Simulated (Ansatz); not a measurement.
**One shape, several levels: BCl (SMILES [B]Cl)**

Wanted: a comparison of 6 runs (B3LYP/STO-3G, CAM-B3LYP/STO-3G, PBE0/STO-3G, UPBE0/STO-3G, r2SCAN0/STO-3G, revPBE/STO-3G) of BCl. 

Program for the calculation: Ansatz 0.2.0.

40 further runs of the same task are left out: 1 that didn't finish, 39 set aside as unsound or not needed.

## 1. The structure to begin with

BCl: 2 atoms, total charge 0, spin state singlet. SMILES: `[B]Cl`. The Cl2–B1 distance was set to 2.577 Å, away from the relaxed value.

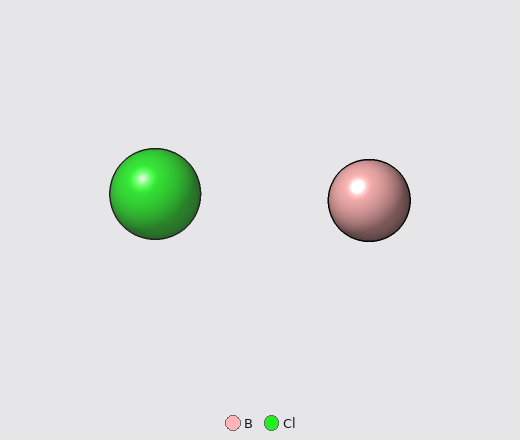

The structure, seen from a chosen angle (boron pink, chlorine green).

## 2. The energy at B3LYP/STO-3G (run 1)

in.yaml

```yaml
crystal:
  periodic: [false, false, false]
  atoms:
    - symbol: B
      position_ang: [-0.000000, -0.000000, -0.928610]
    - symbol: Cl
      position_ang: [0.000000, 0.000000, 1.648190]
basis:
  gaussian: {orbitals: STO-3G}
hamiltonian: {xc: {name: B3LYP}}
accuracy: high
```

The run is started by

```console
$ ansatz run in.yaml --threads 1 --pin off --max-ram 3480MiB --events-out events.jsonl --progress --plain --runs-dir runs
```

Output:

```text
Warning: RAYON_NUM_THREADS=1 ignored (pool sized by the plan → 1); use --threads N
Functional definition: B3LYP
  name "B3LYP"
  parameter a0 = 0.2
  parameter ax = 0.72
  parameter ac = 0.81
  exchange = (1 - a0 - ax)*slater_x + ax*b88_x + a0*exact_x
  correlation = (1 - ac)*vwn_rpa_c + ac*lyp_c
216 factors; integrals over basis functions are off by at most 1.9e-8 eV
mean field evaluation 1: about -13045.3985 eV, gradient 1.3e1 eV
mean field evaluation 2: about -12829.2658 eV, gradient 1.4e2 eV
mean field evaluation 4: about -13048.2094 eV, gradient 6.8e0 eV
mean field evaluation 8: about -13048.4573 eV, gradient 1.2e-1 eV
mean field evaluation 16: about -13048.4574 eV, gradient 7.0e-6 eV
mean field -13048.45741566 eV, -479.5219654635 hartree, gradient 2.4e-8 eV, S^2 0.000000; 0 other end points of the search recorded, 0 dependent functions left out
reference -13048.45743923 eV, -479.5219663295 hartree; 11, 11 occupied and 3, 3 virtual orbitals, 216 factors
Total energy: -13048.45743923 eV, -479.5219663295 hartree
```

Run time: 0.36 s. Hardware: 1 thread of Intel Xeon Platinum 8488C (Sapphire Rapids), shared host.

## 3. The energy at CAM-B3LYP/STO-3G (run 2)

job.yaml

```yaml
basis:
  gaussian: {orbitals: STO-3G}
crystal:
  periodic: [false, false, false]
  atoms:
    - {symbol: B, position_ang: [-0.000000, -0.000000, -0.928610]}
    - {symbol: Cl, position_ang: [0.000000, 0.000000, 1.648190]}
accuracy: high
hamiltonian: {xc: {name: CAM-B3LYP}}
```

The run is started by

```console
$ ansatz run job.yaml --threads 1 --pin off --max-ram 3480MiB --events-out events.jsonl --progress --plain --runs-dir runs
```

Output:

```text
Warning: RAYON_NUM_THREADS=1 ignored (pool sized by the plan → 1); use --threads N
Functional definition: CAM-B3LYP
  name "CAM-B3LYP"
  parameter alpha = 0.19
  parameter beta = 0.46
  parameter omega = 0.33/bohr
[... 1 set-up line as earlier in the session ...]
  exchange = (1 - alpha - beta)*b88_x + beta*b88_x_sr(omega) + alpha*exact_x + beta*exact_x_lr(omega)
  correlation = (1 - ac)*vwn5_c + ac*lyp_c
216 factors; integrals over basis functions are off by at most 1.9e-8 eV
106 factors; integrals over basis functions are off by at most 1.4e-9 eV
mean field evaluation 1: about -13044.2915 eV, gradient 1.2e1 eV
mean field evaluation 2: about -12896.2239 eV, gradient 1.8e2 eV
mean field evaluation 4: about -13047.1637 eV, gradient 4.1e0 eV
mean field evaluation 8: about -13047.2703 eV, gradient 1.5e-1 eV
mean field evaluation 16: about -13047.2704 eV, gradient 1.6e-7 eV
mean field -13047.27042669 eV, -479.4783444234 hartree, gradient 1.4e-8 eV, S^2 0.000000; 0 other end points of the search recorded, 0 dependent functions left out
reference -13047.27043808 eV, -479.4783448421 hartree; 11, 11 occupied and 3, 3 virtual orbitals, 216 factors
Total energy: -13047.27043808 eV, -479.4783448421 hartree
```

It took 0.42 s on 1 thread of Intel Xeon Platinum 8488C (Sapphire Rapids), shared host.

## 4. A single-point energy at PBE0/STO-3G (run 3)

run.yaml

```yaml
crystal:
  periodic: [false, false, false]
  atoms:
    - symbol: B
      position_ang: [-0.000000, -0.000000, -0.928610]
    - symbol: Cl
      position_ang: [0.000000, 0.000000, 1.648190]
basis:
  gaussian: {orbitals: STO-3G}
hamiltonian: {xc: {name: PBE0}}
accuracy: high
```

The run is started by

```console
$ ansatz run run.yaml --threads 1 --pin off --max-ram 3480MiB --events-out events.jsonl --progress --plain --runs-dir runs
```

Output:

```text
Warning: RAYON_NUM_THREADS=1 ignored (pool sized by the plan → 1); use --threads N
Functional definition: PBE0
  name "PBE0"
  parameter a = 0.25
  parameter kappa = 0.804
  parameter beta = 0.06672455060314922
  exchange = (1 - a)*pbe_x(kappa = kappa, mu = beta*pi^2/3) + a*exact_x
  correlation = pbe_c(beta = beta)
216 factors; integrals over basis functions are off by at most 1.9e-8 eV
mean field evaluation 1: about -13040.7437 eV, gradient 1.2e1 eV
mean field evaluation 2: about -12833.2359 eV, gradient 1.5e2 eV
mean field evaluation 4: about -13043.3012 eV, gradient 8.5e0 eV
mean field evaluation 8: about -13043.6944 eV, gradient 1.4e-1 eV
mean field evaluation 16: about -13043.6948 eV, gradient 1.7e-6 eV
mean field -13043.69476809 eV, -479.3469413934 hartree, gradient 1.5e-8 eV, S^2 0.000000; 0 other end points of the search recorded, 0 dependent functions left out
reference -13043.69476920 eV, -479.3469414342 hartree; 11, 11 occupied and 3, 3 virtual orbitals, 216 factors
Total energy: -13043.69476920 eV, -479.3469414342 hartree
```

Run time: 0.34 s. Hardware: 1 thread of Intel Xeon Platinum 8488C (Sapphire Rapids), shared host.

Runs 4 to 5 aren't shown in full; the table further down has their settings and results.

## 5. A single-point energy at revPBE/STO-3G (run 6)

run.yaml

```yaml
basis:
  gaussian:
    orbitals: STO-3G
crystal:
  periodic: [false, false, false]
  atoms:
    - {symbol: B, position_ang: [-0.000000, -0.000000, -0.928610]}
    - {symbol: Cl, position_ang: [0.000000, 0.000000, 1.648190]}
hamiltonian:
  xc: {name: revPBE}
accuracy: high
```

The run is started by

```console
$ ansatz run run.yaml --threads 1 --pin off --max-ram 3480MiB --events-out events.jsonl --progress --plain --runs-dir runs
```

Output:

```text
Warning: RAYON_NUM_THREADS=1 ignored (pool sized by the plan → 1); use --threads N
Functional definition: revPBE
  name "revPBE"
  parameter kappa = 1.245
[... 1 set-up line as earlier in the session ...]
  exchange = pbe_x(kappa = kappa, mu = beta*pi^2/3)
[... 1 set-up line as earlier in the session ...]
216 factors; integrals over basis functions are off by at most 1.9e-8 eV
mean field evaluation 1: about -13043.1977 eV, gradient 1.3e1 eV
mean field evaluation 2: about -12809.7788 eV, gradient 1.1e2 eV
mean field evaluation 4: about -13045.1658 eV, gradient 1.1e1 eV
mean field evaluation 8: about -13046.0879 eV, gradient 5.9e0 eV
mean field evaluation 16: about -13046.3605 eV, gradient 1.8e-7 eV
mean field -13046.36050787 eV, -479.4449055234 hartree, gradient 1.4e-9 eV, S^2 0.000000; 0 other end points of the search recorded, 0 dependent functions left out
reference -13046.36050974 eV, -479.4449055921 hartree; 11, 11 occupied and 3, 3 virtual orbitals, 216 factors
Total energy: -13046.36050974 eV, -479.4449055921 hartree
```

Wall time 0.4 s (1 thread of Intel Xeon Platinum 8488C (Sapphire Rapids), shared host).

## 6. All runs side by side

| run | level | energy (Eh) | wall time |
| --- | --- | --- | --- |
| 1 | B3LYP/STO-3G | -479.521966 | 0.36 s |
| 2 | CAM-B3LYP/STO-3G | -479.478345 | 0.42 s |
| 3 | PBE0/STO-3G | -479.346941 | 0.34 s |
| 4 | UPBE0/STO-3G | -479.346941 | 0.6 s |
| 5 | r2SCAN0/STO-3G | -479.500429 | 0.91 s |
| 6 | revPBE/STO-3G | -479.444906 | 0.4 s |

## 7. Outcome

```
           quantity          value
run 6: total energy  -479.44491 Eh
```

**Reading.** Totals of different functionals can't be ranked against each other. In runs 1, 2, 3, 4, 5, 6 the basis is minimal, so the values are rough. All runs together took 3 s, the longest 0.91 s.
